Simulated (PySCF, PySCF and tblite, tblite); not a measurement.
# C₄H₉FSi: telling isomers apart by computed NMR

Can the signals of one isomer of C₄H₉FSi be assigned among several candidates?

Computed with tblite 0.8.0 (tight binding) and PySCF 2.14.0 (DFT, with response routines of our own); each step states its level. Atoms count from 0 throughout.

## (1) The starting structure

15 atoms, charge 0, multiplicity 1; geometry from: MMFF94s geometry. This is the first candidate.

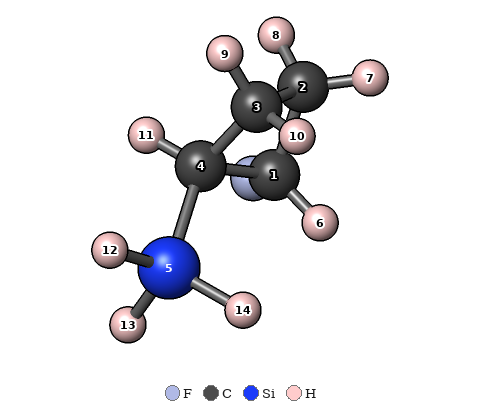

The starting geometry (fluorine light blue, carbon dark grey, silicon blue, hydrogen pink), atoms numbered.

## (2) GFN2-xTB relaxation, isomer A, conformer 1

Job settings and geometry (Å):

```
{"job": {"xc": "GFN2-xTB", "basis": "xTB", "kind": "relax"}, "charge": 0, "multiplicity": 1}
F      0.749400     1.402400    -1.813700
C      0.555500     0.300300    -1.071800
C      1.762000    -0.107900    -0.154900
C      0.715100    -0.508300     0.898200
C     -0.249000     0.492300     0.252000
Si    -2.081600    -0.016100     0.141600
H      0.228400    -0.546300    -1.684400
H      2.393400    -0.904900    -0.532800
H      2.389700     0.737800     0.138400
H      0.994000    -0.297200     1.944800
H      0.422700    -1.573200     0.836000
H     -0.151400     1.504600     0.654500
H     -2.687300    -0.034700     1.509700
H     -2.843800     0.927300    -0.704900
H     -2.201500    -1.368100    -0.434600
```

On the command line:

```
$ OMP_NUM_THREADS=1 python ens_run.py task.json out
```

One launch serves the whole session.

Output:

```text
step      E/eV     max force
  0    -533.15674    2.227
  1    -533.26383    0.613
  2    -533.30027    0.501
  3    -533.31919    0.288
  4    -533.32405    0.125
  5    -533.32621    0.132
  6    -533.32786    0.136
  7    -533.32965    0.108
  8    -533.33145    0.115
  9    -533.33343    0.130
 10    -533.33557    0.127
 11    -533.33780    0.131
 12    -533.33971    0.114
 13    -533.34100    0.084
 14    -533.34190    0.096
 15    -533.34277    0.076
 16    -533.34376    0.105
 17    -533.34483    0.103
 18    -533.34590    0.102
 19    -533.34703    0.111
 20    -533.34836    0.103
 21    -533.34974    0.125
 22    -533.35083    0.090
 23    -533.35153    0.081
 24    -533.35206    0.061
 25    -533.35262    0.068
 26    -533.35319    0.064
 27    -533.35368    0.070
 28    -533.35409    0.065
 29    -533.35450    0.062
 30    -533.35497    0.078
 31    -533.35549    0.066
 32    -533.35609    0.085
 33    -533.35687    0.092
 34    -533.35798    0.105
 35    -533.35940    0.126
 36    -533.36077    0.091
 37    -533.36153    0.058
 38    -533.36191    0.053
 39    -533.36231    0.046
 40    -533.36268    0.047
 41    -533.36291    0.030
 42    -533.36291    0.030
 43    -533.36298    0.025
 44    -533.36313    0.019
 45    -533.36317    0.019
 46    -533.36324    0.014
 47    -533.36326    0.012
 48    -533.36329    0.014
 49    -533.36332    0.012
 50    -533.36334    0.009
 51    -533.36335    0.009
 52    -533.36335    0.009
 53    -533.36336    0.008
 54    -533.36337    0.007
 55    -533.36337    0.007
 56    -533.36338    0.006
 57    -533.36339    0.007
 58    -533.36339    0.008
 59    -533.36340    0.006
 60    -533.36340    0.006
 61    -533.36341    0.007
 62    -533.36342    0.007
 63    -533.36342    0.007
 64    -533.36343    0.007
 65    -533.36344    0.007
 66    -533.36344    0.006
 67    -533.36345    0.005
 68    -533.36345    0.006
 69    -533.36346    0.007
 70    -533.36346    0.006
 71    -533.36347    0.005
 72    -533.36347    0.004
 73    -533.36347    0.004
```

Run time: 0.62 s. Hardware: 1 thread of Arm Neoverse N1, shared host.

Relaxing gained 0.207 eV and moved the atoms by 0.19 Å on average (rms).

## (3) Shieldings, isomer A, conformer 1: B3LYP/pcSseg-1 in water

Job settings and geometry (Å):

```
{"job": {"xc": "B3LYP", "basis": "pcSseg-1", "solvent": "water", "kind": "nmr", "pop": true}, "charge": 0, "multiplicity": 1}
F      0.871730     1.575867    -1.628767
C      0.578231     0.376027    -1.023076
C      1.714098    -0.229615    -0.197542
C      0.731670    -0.422282     0.967268
C     -0.289816     0.478204     0.239161
Si    -2.093703    -0.099662     0.120721
H      0.184120    -0.272766    -1.810568
H      2.179717    -1.124721    -0.604037
H      2.481957     0.511546     0.014210
H      1.069451    -0.070588     1.939672
H      0.394667    -1.452953     1.063282
H     -0.230262     1.499815     0.618256
H     -2.660189    -0.116646     1.469515
H     -2.836101     0.809460    -0.749907
H     -2.099982    -1.453698    -0.440098
```

Output:

```text
coarse grid: 12640 points
cycle   1  E = -547.0277086034  dE =  5.185e-01  |g| = 5.503e-01  |ddm| = 3.437e+00
cycle   2  E = -546.9929189487  dE =  3.479e-02  |g| = 7.301e-01  |ddm| = 8.911e-01
cycle   3  E = -547.0849390131  dE = -9.202e-02  |g| = 4.714e-02  |ddm| = 5.098e-01
cycle   4  E = -547.0851585063  dE = -2.195e-04  |g| = 2.945e-02  |ddm| = 4.781e-02
cycle   5  E = -547.0853389183  dE = -1.804e-04  |g| = 4.996e-03  |ddm| = 2.558e-02
cycle   6  E = -547.0853438556  dE = -4.937e-06  |g| = 1.459e-03  |ddm| = 4.903e-03
final grid: 116712 points
cycle   7  E = -547.1342525373  dE = -2.893e-05  |g| = 7.434e-03  |ddm| = 2.361e-02
cycle   8  E = -547.1342380533  dE =  1.448e-05  |g| = 1.143e-02  |ddm| = 1.459e-02
cycle   9  E = -547.1342644832  dE = -2.643e-05  |g| = 6.527e-04  |ddm| = 8.422e-03
cycle  10  E = -547.1342645537  dE = -7.054e-08  |g| = 2.019e-04  |ddm| = 6.588e-04
cycle  11  E = -547.1342645608  dE = -7.042e-09  |g| = 5.072e-05  |ddm| = 1.666e-04
cycle  12  E = -547.1342645613  dE = -5.195e-10  |g| = 8.415e-06  |ddm| = 5.219e-05
converged SCF energy = -547.1342645613

GIAO shielding tensors (ppm)
atom      isotropic    diamagn.    paramagn.     s11        s22        s33       span
  0 F      348.427     473.297    -124.870    303.254    361.426    380.602     77.348
  1 C       86.258     245.594    -159.336     49.392     69.372    140.010     90.618
  2 C      147.689     251.977    -104.288    127.760    142.448    172.861     45.101
  3 C      165.240     248.718     -83.477    148.098    166.442    181.181     33.083
  4 C      153.424     253.601    -100.178    133.314    147.454    179.503     46.189
  5 Si     405.795     879.692    -473.897    368.491    397.179    451.715     83.224
  6 H       26.706      31.027      -4.321     23.781     27.379     28.959      5.178
  7 H       29.138      29.805      -0.667     25.823     26.565     35.025      9.202
  8 H       29.333      30.123      -0.789     26.633     27.655     33.712      7.079
  9 H       29.707      30.228      -0.521     26.221     26.881     36.021      9.800
 10 H       30.294      31.496      -1.202     27.119     28.925     34.838      7.719
 11 H       29.490      31.931      -2.441     27.156     28.853     32.462      5.306
 12 H       28.085      29.160      -1.075     24.786     26.007     33.461      8.676
 13 H       27.970      29.241      -1.271     24.563     26.105     33.243      8.680
 14 H       28.243      29.840      -1.597     25.200     27.040     32.489      7.290
```

Wall time 29 s (1 thread of Arm Neoverse N1, shared host); peak memory 0.84 GiB.

In short: HOMO -7.70 eV, LUMO 0.74 eV; dipole 1.99 D.

## (4) The ensemble, isomer A: properties at B3LYP/pcSseg-1 in water

Job settings and geometry (Å):

```
{"job": {"study": "conf", "smiles": "F[C@H]1CC[C@@H]1[SiH3]", "search": {"seed": 2344, "n_embed": 45, "ff_keep": 10, "window": 2.5, "nmax": 6, "temps": [250, 298.15, 350], "t_ref": 298.15, "order": 0.0005}, "level": {"nmr": {"xc": "B3LYP", "basis": "pcSseg-1", "solvent": "water"}}, "kind": "conf"}, "charge": 0, "multiplicity": 1}
F      0.871730     1.575867    -1.628767
C      0.578231     0.376027    -1.023076
C      1.714098    -0.229615    -0.197542
C      0.731670    -0.422282     0.967268
C     -0.289816     0.478204     0.239161
Si    -2.093703    -0.099662     0.120721
H      0.184120    -0.272766    -1.810568
H      2.179717    -1.124721    -0.604037
H      2.481957     0.511546     0.014210
H      1.069451    -0.070588     1.939672
H      0.394667    -1.452953     1.063282
H     -0.230262     1.499815     0.618256
H     -2.660189    -0.116646     1.469515
H     -2.836101     0.809460    -0.749907
H     -2.099982    -1.453698    -0.440098
```

Output:

```text
conformer  sym    E(xTB)   E(DFT)   G(298.15 K)  weight  dipole/D
    1     C1      0.000    0.000    0.000   1.0000    1.992

mean shielding (ppm) by class
class atoms           250 K   298.15 K      350 K
  0 F  0            348.427    348.427    348.427
  1 C  1             86.258     86.258     86.258
  2 C  2             147.69     147.69     147.69
  3 C  3             165.24     165.24     165.24
  4 C  4            153.424    153.424    153.424
  5 Si 5            405.795    405.795    405.795
  6 H  6             26.706     26.706     26.706
  7 H  7             29.138     29.138     29.138
  8 H  8             29.334     29.334     29.334
  9 H  9             29.707     29.707     29.707
 10 H  10            30.294     30.294     30.294
 11 H  11             29.49      29.49      29.49
 12 H  12,13,14      28.099     28.099     28.099
```

It took 32 s on 1 thread of Arm Neoverse N1, shared host. This counts the runs that the step sums up.

The search (ETKDG, MMFF94s, GFN2-xTB) embedded 45 structures, kept 2 distinct ones after the force field and 1 after xTB; 1 was carried on (window 2.5 kcal/mol at the search's own energies). Energies: B3LYP/pcSseg-1 in water with D3(BJ).

The conformers at 298 K:

```csv
no.,group,mirror pair,ΔE xTB,ΔE DFT,ΔG,weight (%),μ (D),"A, B, C (GHz)"
1,C1,no,0.00,0.00,0.00,100.0,1.99,"4.32, 2.00, 1.51"
```

Energies in kcal/mol. ΔG holds xTB vibrations and rotation, symmetry numbers and mirror pairs.

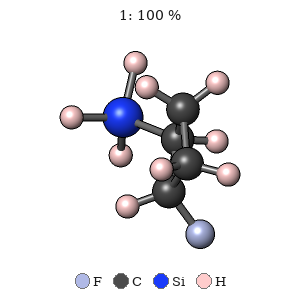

The one conformer.

Shifts against references run at the same level (¹H TMS 31.81, ¹³C TMS 182.9, ²⁹Si TMS 334.2 ppm of shielding), by class of atoms, at 298 K:

```csv
atoms,environment,average
C1,sp3 CH bonded to F,96.6
C2,sp3 CH2 in a ring,35.2
C4,sp3 CH bonded to Si,29.4
C3,sp3 CH2 in a ring,17.6
H6,hydrogen on an sp3 CH bonded to F,5.10
"H12, H13, H14",hydrogen on a silicon bonded to C,3.71
H7,hydrogen on an sp3 CH2 in a ring,2.67
H8,hydrogen on an sp3 CH2 in a ring,2.47
H11,hydrogen on an sp3 CH bonded to Si,2.32
H9,hydrogen on an sp3 CH2 in a ring,2.10
H10,hydrogen on an sp3 CH2 in a ring,1.51
F0,fluorine on an sp3 carbon,348.4 (σ)
Si5,"silicon bonded to C, 3 H",-71.6
```

Effective distances for nuclear Overhauser effects, ⟨r⁻⁶⟩^(−1/6) over all pairs of two classes (Å): H9···H10 1.77; H7···H8 1.78; H9···H11 2.43; H7···H10 2.46; H8···H9 2.46; H6···H7 2.48; H8···H11 2.95; H7···H9 2.97.

## (5) GFN2-xTB relaxation, isomer B, conformer 1

Job settings and geometry (Å):

```
{"job": {"xc": "GFN2-xTB", "basis": "xTB", "kind": "relax"}, "charge": 0, "multiplicity": 1}
F     -0.306000     1.685700    -1.077800
C     -0.706000     0.400900    -0.966900
C     -1.753800     0.136900     0.145600
C     -0.591000    -0.148000     1.090900
C      0.228100    -0.543600    -0.144500
Si     2.066000    -0.075600    -0.143100
H     -0.990700    -0.008200    -1.936500
H     -2.401300    -0.718800    -0.051600
H     -2.380000     0.995100     0.410600
H     -0.772400    -0.961000     1.823300
H     -0.247700     0.731200     1.640500
H      0.099900    -1.599500    -0.428800
H      2.283100     1.317800     0.338400
H      2.815700    -0.980300     0.773200
H      2.651700    -0.224600    -1.494800
```

Output:

```text
step      E/eV     max force
  0    -533.06149    2.435
  1    -533.19463    0.660
  2    -533.24556    0.667
  3    -533.27258    0.335
  4    -533.27786    0.162
  5    -533.28040    0.112
  6    -533.28207    0.119
  7    -533.28412    0.107
  8    -533.28600    0.123
  9    -533.28836    0.126
 10    -533.29087    0.138
 11    -533.29324    0.126
 12    -533.29501    0.116
 13    -533.29635    0.076
 14    -533.29761    0.090
 15    -533.29916    0.124
 16    -533.30122    0.158
 17    -533.30383    0.166
 18    -533.30685    0.165
 19    -533.31027    0.169
 20    -533.31423    0.176
 21    -533.31850    0.188
 22    -533.32228    0.153
 23    -533.32515    0.170
 24    -533.32775    0.155
 25    -533.33067    0.144
 26    -533.33367    0.145
 27    -533.33611    0.141
 28    -533.33829    0.161
 29    -533.34108    0.142
 30    -533.34373    0.262
 31    -533.34170    0.340
 32    -533.34903    0.153
 33    -533.35059    0.086
 34    -533.35338    0.127
 35    -533.35477    0.129
 36    -533.36016    0.151
 37    -533.36356    0.118
 38    -533.36587    0.179
 39    -533.36815    0.135
 40    -533.37063    0.146
 41    -533.37487    0.185
 42    -533.37618    0.133
 43    -533.37758    0.119
 44    -533.38198    0.244
 45    -533.38524    0.117
 46    -533.38925    0.113
 47    -533.39243    0.101
 48    -533.39337    0.072
 49    -533.39422    0.075
 50    -533.39507    0.068
 51    -533.39577    0.055
 52    -533.39648    0.044
 53    -533.39695    0.052
 54    -533.39730    0.037
 55    -533.39730    0.037
 56    -533.39742    0.028
 57    -533.39773    0.033
 58    -533.39789    0.033
 59    -533.39804    0.030
 60    -533.39815    0.027
 61    -533.39830    0.032
 62    -533.39849    0.034
 63    -533.39870    0.036
 64    -533.39890    0.034
 65    -533.39905    0.028
 66    -533.39917    0.025
 67    -533.39925    0.020
 68    -533.39932    0.020
 69    -533.39938    0.017
 70    -533.39943    0.021
 71    -533.39947    0.016
 72    -533.39949    0.010
 73    -533.39951    0.009
 74    -533.39952    0.009
 75    -533.39953    0.010
 76    -533.39953    0.007
 77    -533.39954    0.008
 78    -533.39955    0.006
 79    -533.39955    0.005
 80    -533.39956    0.004
 81    -533.39956    0.005
 82    -533.39957    0.007
 83    -533.39957    0.008
 84    -533.39958    0.006
 85    -533.39958    0.005
 86    -533.39959    0.005
 87    -533.39959    0.006
 88    -533.39960    0.006
 89    -533.39960    0.006
 90    -533.39961    0.005
 91    -533.39961    0.004
 92    -533.39961    0.004
 93    -533.39961    0.004
```

Wall time 0.75 s (1 thread of Arm Neoverse N1, shared host).

Relaxing gained 0.338 eV and moved the atoms by 0.70 Å on average (rms).

## (6) Shieldings, isomer B, conformer 1: B3LYP/pcSseg-1 in water

Job settings and geometry (Å):

```
{"job": {"xc": "B3LYP", "basis": "pcSseg-1", "solvent": "water", "kind": "nmr", "pop": false}, "charge": 0, "multiplicity": 1}
F     -0.252799     1.075814    -1.795266
C     -0.757387     0.046438    -1.026022
C     -1.482481     0.492280     0.243222
C     -0.645605    -0.514774     1.045291
C      0.277597    -0.692631    -0.176746
Si     1.938041     0.233891    -0.063198
H     -1.347949    -0.573941    -1.706841
H     -2.561619     0.355886     0.254327
H     -1.247062     1.526272     0.484745
H     -1.200519    -1.417526     1.296367
H     -0.178330    -0.128301     1.948922
H      0.431822    -1.729885    -0.476789
H      1.694753     1.605897     0.378246
H      2.738530    -0.473071     0.941636
H      2.588593     0.201639    -1.369807
```

Output:

```text
coarse grid: 12640 points
cycle   1  E = -547.0291610451  dE =  5.331e-01  |g| = 5.461e-01  |ddm| = 3.434e+00
cycle   2  E = -546.9937954741  dE =  3.537e-02  |g| = 7.286e-01  |ddm| = 9.208e-01
cycle   3  E = -547.0856564307  dE = -9.186e-02  |g| = 5.075e-02  |ddm| = 5.302e-01
cycle   4  E = -547.0859190718  dE = -2.626e-04  |g| = 3.033e-02  |ddm| = 5.234e-02
cycle   5  E = -547.0861065743  dE = -1.875e-04  |g| = 5.295e-03  |ddm| = 2.660e-02
cycle   6  E = -547.0861121216  dE = -5.547e-06  |g| = 1.419e-03  |ddm| = 5.593e-03
final grid: 116712 points
cycle   7  E = -547.1351894958  dE = -2.924e-05  |g| = 7.671e-03  |ddm| = 2.344e-02
cycle   8  E = -547.1351739686  dE =  1.553e-05  |g| = 1.191e-02  |ddm| = 1.505e-02
cycle   9  E = -547.1352020490  dE = -2.808e-05  |g| = 6.831e-04  |ddm| = 8.819e-03
cycle  10  E = -547.1352021307  dE = -8.175e-08  |g| = 2.027e-04  |ddm| = 7.451e-04
cycle  11  E = -547.1352021375  dE = -6.766e-09  |g| = 5.520e-05  |ddm| = 1.814e-04
cycle  12  E = -547.1352021381  dE = -6.314e-10  |g| = 9.025e-06  |ddm| = 5.780e-05
converged SCF energy = -547.1352021381

GIAO shielding tensors (ppm)
atom      isotropic    diamagn.    paramagn.     s11        s22        s33       span
  0 F      362.385     475.511    -113.126    311.098    374.073    401.985     90.887
  1 C       87.153     245.029    -157.876     48.470     69.000    143.988     95.518
  2 C      149.728     251.516    -101.788    129.882    142.857    176.444     46.562
  3 C      166.579     248.394     -81.816    150.836    168.731    180.169     29.333
  4 C      153.367     253.780    -100.413    131.264    149.011    179.826     48.562
  5 Si     409.407     879.685    -470.279    381.587    398.409    448.224     66.637
  6 H       26.233      30.092      -3.859     22.280     26.933     29.485      7.205
  7 H       29.176      29.409      -0.233     25.705     26.648     35.174      9.469
  8 H       29.343      30.962      -1.618     26.797     27.720     33.513      6.716
  9 H       29.816      30.394      -0.578     26.732     26.835     35.882      9.150
 10 H       30.151      30.819      -0.668     26.449     28.237     35.767      9.318
 11 H       29.235      31.693      -2.458     26.037     27.441     34.226      8.188
 12 H       28.034      30.023      -1.990     24.737     27.190     32.174      7.436
 13 H       28.232      29.417      -1.185     25.228     26.048     33.422      8.194
 14 H       28.005      29.420      -1.415     24.535     25.975     33.504      8.968
```

Wall time 26 s (1 thread of Arm Neoverse N1, shared host); peak memory 0.86 GiB.

In short: HOMO -7.92 eV, LUMO 0.79 eV; dipole 2.49 D.

## (7) Boltzmann average, isomer B: properties at B3LYP/pcSseg-1 in water

Job settings and geometry (Å):

```
{"job": {"study": "conf", "smiles": "F[C@@H]1CC[C@@H]1[SiH3]", "search": {"seed": 2344, "n_embed": 45, "ff_keep": 10, "window": 2.5, "nmax": 6, "temps": [250, 298.15, 350], "t_ref": 298.15, "order": 0.0005}, "level": {"nmr": {"xc": "B3LYP", "basis": "pcSseg-1", "solvent": "water"}}, "kind": "conf"}, "charge": 0, "multiplicity": 1}
F     -0.252799     1.075814    -1.795266
C     -0.757387     0.046438    -1.026022
C     -1.482481     0.492280     0.243222
C     -0.645605    -0.514774     1.045291
C      0.277597    -0.692631    -0.176746
Si     1.938041     0.233891    -0.063198
H     -1.347949    -0.573941    -1.706841
H     -2.561619     0.355886     0.254327
H     -1.247062     1.526272     0.484745
H     -1.200519    -1.417526     1.296367
H     -0.178330    -0.128301     1.948922
H      0.431822    -1.729885    -0.476789
H      1.694753     1.605897     0.378246
H      2.738530    -0.473071     0.941636
H      2.588593     0.201639    -1.369807
```

Output:

```text
conformer  sym    E(xTB)   E(DFT)   G(298.15 K)  weight  dipole/D
    1     C1      0.000    0.000    0.000   1.0000    2.491

mean shielding (ppm) by class
class atoms           250 K   298.15 K      350 K
  0 F  0            362.385    362.385    362.385
  1 C  1             87.153     87.153     87.153
  2 C  2            149.728    149.728    149.728
  3 C  3            166.579    166.579    166.579
  4 C  4            153.367    153.367    153.367
  5 Si 5            409.407    409.407    409.407
  6 H  6             26.233     26.233     26.233
  7 H  7             29.176     29.176     29.176
  8 H  8             29.343     29.343     29.343
  9 H  9             29.816     29.816     29.816
 10 H  10            30.151     30.151     30.151
 11 H  11            29.235     29.235     29.235
 12 H  12,13,14       28.09      28.09      28.09
```

It took 29 s on 1 thread of Arm Neoverse N1, shared host. This counts the runs that the step sums up.

The search (ETKDG, MMFF94s, GFN2-xTB) embedded 45 structures, kept 2 distinct ones after the force field and 1 after xTB; 1 was carried on (window 2.5 kcal/mol at the search's own energies). Energies: B3LYP/pcSseg-1 in water with D3(BJ).

The conformers at 298 K:

```csv
no.,group,mirror pair,ΔE xTB,ΔE DFT,ΔG,weight (%),μ (D),"A, B, C (GHz)"
1,C1,no,0.00,0.00,0.00,100.0,2.49,"3.84, 2.58, 1.81"
```

Energies in kcal/mol. ΔG holds xTB vibrations and rotation, symmetry numbers and mirror pairs.

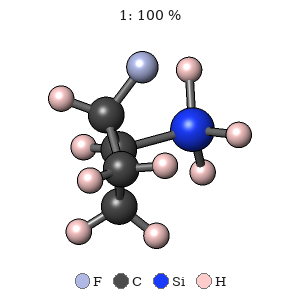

The one conformer.

Shifts against references run at the same level (¹H TMS 31.81, ¹³C TMS 182.9, ²⁹Si TMS 334.2 ppm of shielding), by class of atoms, at 298 K:

```csv
atoms,environment,average
C1,sp3 CH bonded to F,95.7
C2,sp3 CH2 in a ring,33.1
C4,sp3 CH bonded to Si,29.5
C3,sp3 CH2 in a ring,16.3
H6,hydrogen on an sp3 CH bonded to F,5.57
"H12, H13, H14",hydrogen on a silicon bonded to C,3.72
H7,hydrogen on an sp3 CH2 in a ring,2.63
H11,hydrogen on an sp3 CH bonded to Si,2.57
H8,hydrogen on an sp3 CH2 in a ring,2.46
H9,hydrogen on an sp3 CH2 in a ring,1.99
H10,hydrogen on an sp3 CH2 in a ring,1.66
F0,fluorine on an sp3 carbon,362.4 (σ)
Si5,"silicon bonded to C, 3 H",-75.2
```

Effective distances for nuclear Overhauser effects, ⟨r⁻⁶⟩^(−1/6) over all pairs of two classes (Å): H9···H10 1.77; H7···H8 1.78; H9···H11 2.43; H6···H11 2.45; H8···H10 2.45; H7···H9 2.47; H6···H7 2.49; H7···H10 2.96.

(Part 1 of 2 ends here.)
